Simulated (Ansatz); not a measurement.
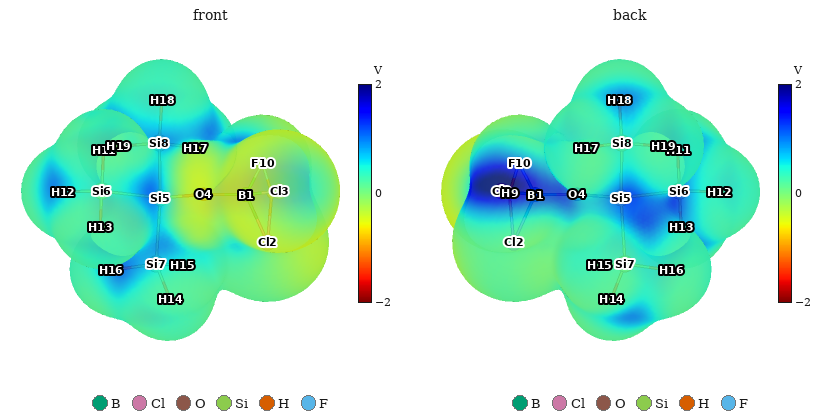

BCl2FH10OSi4. The electrostatic potential painted on the density surface at 0.002 e/bohr³, seen from the front and from behind; red is negative and blue positive.

A transition-state structure; geometry: PBE0-D4/def2-TZVP.

The calculation used RKS PBE0-D4/def2-TZVPP in Ansatz.

```xyz
19

B    -0.7057    0.4906    2.3220
Cl   -1.3007    2.4164    1.7371
Cl   -0.4384    0.4352    4.0611
O     0.1540   -0.0514    1.4626
Si    0.3713   -0.2357   -0.1883
Si    2.3234   -1.4952   -0.4691
Si    0.6480    1.8373   -1.2574
Si   -1.4503   -1.3646   -1.1412
H    -2.3017    1.1857    1.7533
F    -2.2080    0.0964    2.0031
H     2.2170   -2.8040    0.2285
H     2.5019   -1.7327   -1.9272
H     3.5056   -0.7577    0.0505
H     1.4926    2.7407   -0.4324
H    -0.6475    2.4986   -1.5577
H     1.3480    1.5611   -2.5428
H    -2.6978   -0.5610   -1.0242
H    -1.6638   -2.6871   -0.4936
H    -1.1475   -1.5724   -2.5844
```

**Which sites attract a positive test charge, and which a negative one?**

A positive charge is drawn to the negative regions and a negative charge to the positive ones. The most negative region (about −0.5 V, or −12 kcal/mol for a unit charge) lies over Cl3 and O4, the most positive (about +1.9 V, or +44 kcal/mol for a unit charge) over H9. Cl3 shows a σ-hole: about +0.3 V at the tip opposite its bond, against about −0.4 V, or −9 kcal/mol for a unit charge on its flanks.
